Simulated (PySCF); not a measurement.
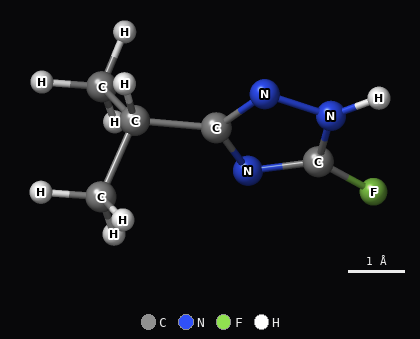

*The structure as given in the input (ball-and-stick view, seen at a tilt).*

# NMR shielding calculation, with input and output: C5H8FN3

The run: NMR shielding calculation of C5H8FN3, SMILES CC(C)c1n[nH]c(F)n1. Method and program: GIAO PBE0/pcSseg-1 NMR shielding, non-relativistic, gas phase (PySCF 2.14.0).

The geometry comes from this level: GFN2-xTB. It belongs to a series of runs on one base structure; here: H replaced by iPr. Figures and captions count atoms from 1; the log counts them from 0 in places.

The program's output:
```
coarse grid: 14664 points
cycle   1  E = -458.7230538944  dE =  1.676e+00  |g| = 6.835e-01  |ddm| = 3.749e+00
cycle   2  E = -458.5953484878  dE =  1.277e-01  |g| = 1.065e+00  |ddm| = 1.264e+00
cycle   3  E = -458.8205493014  dE = -2.252e-01  |g| = 1.397e-01  |ddm| = 7.812e-01
cycle   4  E = -458.8237677805  dE = -3.218e-03  |g| = 6.614e-02  |ddm| = 1.345e-01
cycle   5  E = -458.8246182409  dE = -8.505e-04  |g| = 1.999e-02  |ddm| = 5.589e-02
cycle   6  E = -458.8246977046  dE = -7.946e-05  |g| = 6.667e-03  |ddm| = 1.909e-02
cycle   7  E = -458.8247069846  dE = -9.280e-06  |g| = 1.649e-03  |ddm| = 6.621e-03
final grid: 143600 points
cycle   8  E = -458.8799815440  dE = -5.431e-05  |g| = 7.795e-03  |ddm| = 3.383e-02
cycle   9  E = -458.8799752124  dE =  6.332e-06  |g| = 9.623e-03  |ddm| = 1.345e-02
cycle  10  E = -458.8799956309  dE = -2.042e-05  |g| = 1.597e-03  |ddm| = 7.625e-03
cycle  11  E = -458.8799960951  dE = -4.641e-07  |g| = 4.243e-04  |ddm| = 1.332e-03
cycle  12  E = -458.8799961284  dE = -3.331e-08  |g| = 2.000e-04  |ddm| = 4.326e-04
cycle  13  E = -458.8799961361  dE = -7.714e-09  |g| = 4.041e-05  |ddm| = 1.574e-04
cycle  14  E = -458.8799961364  dE = -3.513e-10  |g| = 1.403e-05  |ddm| = 4.564e-05
```

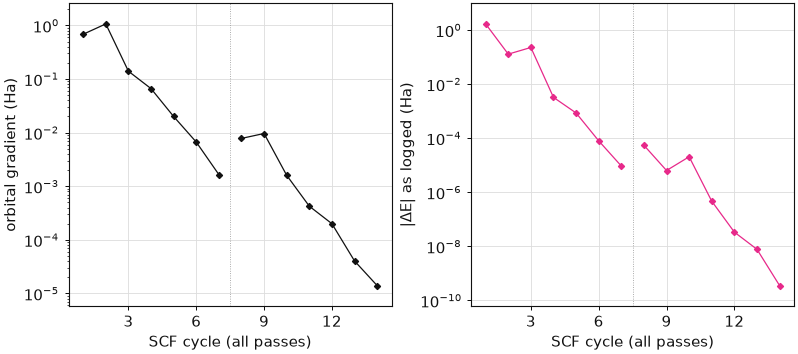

*Convergence of the self-consistent field: orbital gradient and size of the energy change against the SCF cycle. The dotted line marks the change from a coarse to the final integration grid.*

The first 7 cycles use a coarse grid, the final grid takes over at cycle 8, and the field converges after 14 cycles in all.

```
converged SCF energy = -458.8799961364

GIAO shielding tensors (ppm)
atom      isotropic    diamagn.    paramagn.     s11        s22        s33       span
  0 C      162.433     246.921     -84.488    148.541    153.913    184.845     36.304
  1 C      153.407     242.835     -89.428    144.126    151.210    164.884     20.758
  2 C      162.322     246.919     -84.597    148.388    153.687    184.891     36.503
  3 C       15.824     252.667    -236.843    -56.056      1.629    101.901    157.957
  4 N      -42.593     326.008    -368.601   -244.527    -24.774    141.521    386.048
  5 N       74.732     333.619    -258.888     -2.479    100.844    125.830    128.309
  6 C       19.760     253.474    -233.713    -41.340     48.366     52.256     93.596
  7 F      294.480     467.869    -173.389    174.865    326.934    381.641    206.776
  8 N       20.755     330.513    -309.758   -144.002    -20.159    226.425    370.427
  9 H       30.545      29.488       1.057     26.444     27.851     37.340     10.896
 10 H       30.046      29.945       0.101     25.922     29.542     34.675      8.753
 11 H       30.456      29.847       0.609     26.157     28.273     36.939     10.782
 12 H       28.776      31.514      -2.739     25.485     26.849     33.992      8.507
 13 H       30.544      29.491       1.053     26.453     27.827     37.353     10.900
 14 H       30.080      29.951       0.129     25.987     29.550     34.703      8.716
 15 H       30.460      29.858       0.602     26.137     28.319     36.925     10.788
 16 H       22.810      31.235      -8.425     17.774     22.775     27.881     10.107
```

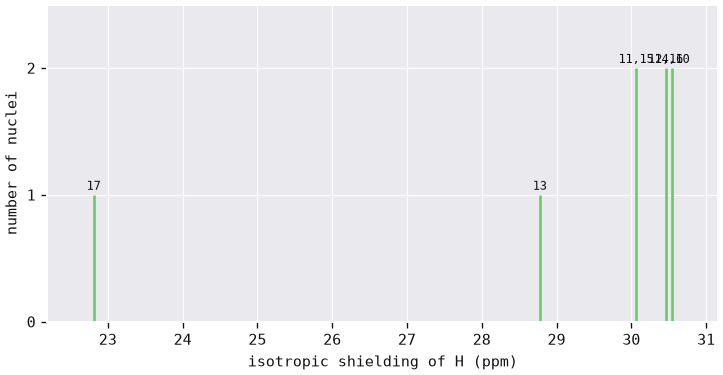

*Isotropic shieldings of the hydrogen nuclei in this fixed geometry, labelled by atom number; shielding grows to the right, so chemical shift grows to the left.*

The least shielded is H17 (22.8 ppm), the most shielded H10 (30.5 ppm).

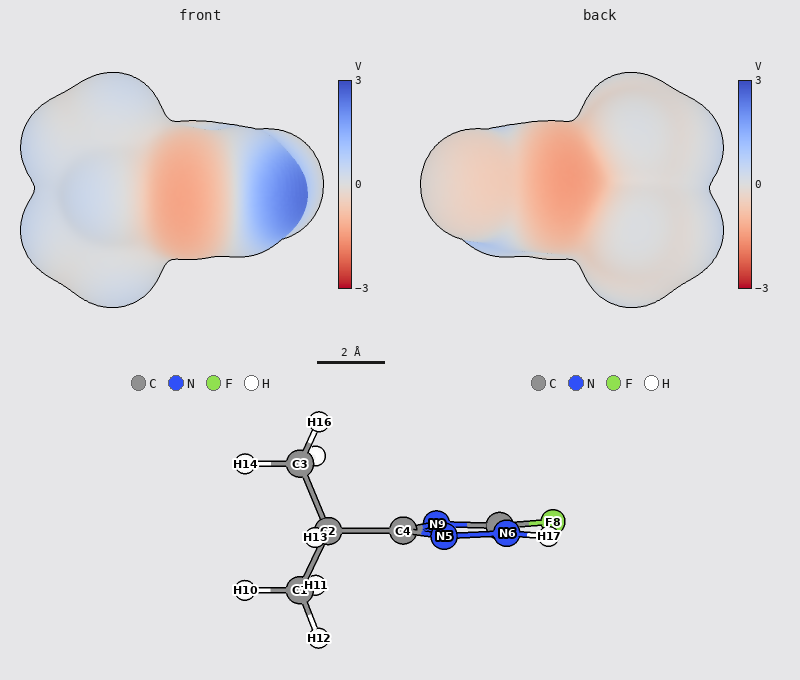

*The electrostatic potential painted on the density surface at 0.001 e/bohr³, seen face on and from behind; red is negative and blue positive. The bare structure is drawn below in the same view.*

Its dipole moment is 1.72 D.

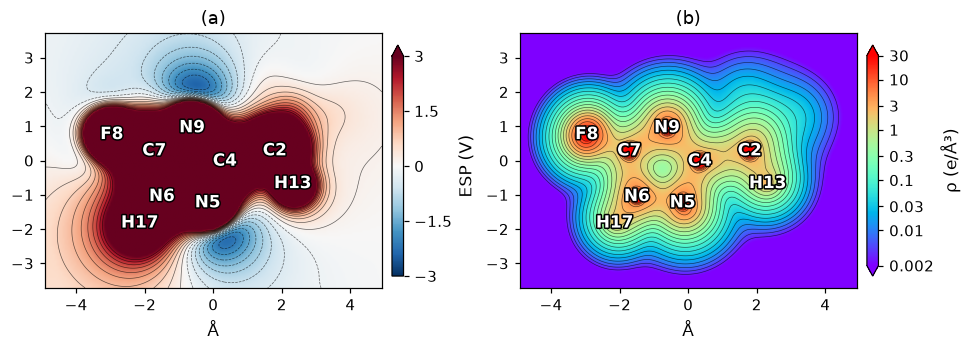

*(a) electrostatic potential; (b) total electron density on the plane of atoms N5, N6 and C7.*

Atoms in the plane: C, N, F and H. C–F (1.32 Å): ρ at the midpoint is about 2.5 e/Å³. N–N (1.35 Å): ρ at the midpoint is about 2.5 e/Å³. N–H (1.01 Å): ρ at the midpoint is about 3 e/Å³, with its minimum of 2.3 e/Å³ about 0.8 Å from N.

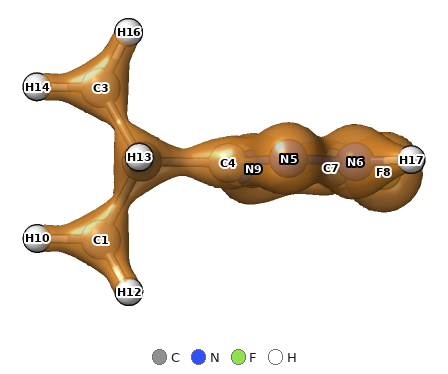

*Isosurface of the total electron density at 1.5 e/Å³ (orange), seen face on.*

At this value the surface is in one piece. On the grid the lowest density along these lines, outside the cores, is 2.6 e/Å³ (C–N, 1.30 Å), 1.9 e/Å³ (C–F, 1.32 Å), 2.5 e/Å³ (N–N, 1.35 Å) and 1.8 e/Å³ (C–C, 1.49 Å).

This output came from the following input.

Input file:
```
{"job": {"kind": "nmr", "xc": "PBE0", "basis": "pcSseg-1"}, "charge": 0, "multiplicity": 1}
C     -1.619227    -0.935316    -0.641675
C     -0.950989    -0.040549     0.403180
C     -1.360895     1.419937     0.207443
C      0.526795    -0.160798     0.287013
N      1.308337    -0.579952     1.253216
N      2.548666    -0.531712     0.727511
C      2.436605    -0.081529    -0.537778
F      3.498625     0.066177    -1.300472
N      1.202517     0.161330    -0.853783
H     -2.700143    -0.837572    -0.579492
H     -1.293231    -0.642037    -1.636039
H     -1.353495    -1.977443    -0.479672
H     -1.227349    -0.372670     1.407975
H     -2.441545     1.515575     0.274490
H     -1.034532     1.764142    -0.770268
H     -0.907088     2.049122     0.969337
H      3.359952    -0.804674     1.259103
```

The first line tells a small driver script what to run in PySCF; the rest is the geometry in Å.

Launch command:
```bash
OMP_NUM_THREADS=1 python <driver script> task.json out
```

Results in brief:

```json
{"quantity": "outcome", "value": "converged"}
{"quantity": "total energy", "value": "−458.879996 hartree"}
{"quantity": "HOMO", "value": "−7.63 eV"}
{"quantity": "LUMO", "value": "0.35 eV"}
{"quantity": "dipole moment", "value": "1.72 D"}
{"quantity": "isotropic shielding, C", "value": "15.8 to 162.4 ppm"}
{"quantity": "isotropic shielding, N", "value": "−42.6 to 74.7 ppm"}
{"quantity": "isotropic shielding, F", "value": "294.5 ppm"}
{"quantity": "isotropic shielding, H", "value": "22.8 to 30.5 ppm"}
{"quantity": "hardware", "value": "1 CPU thread, shared host"}
{"quantity": "wall time", "value": "33 s"}
{"quantity": "peak memory", "value": "0.85 GiB"}
```
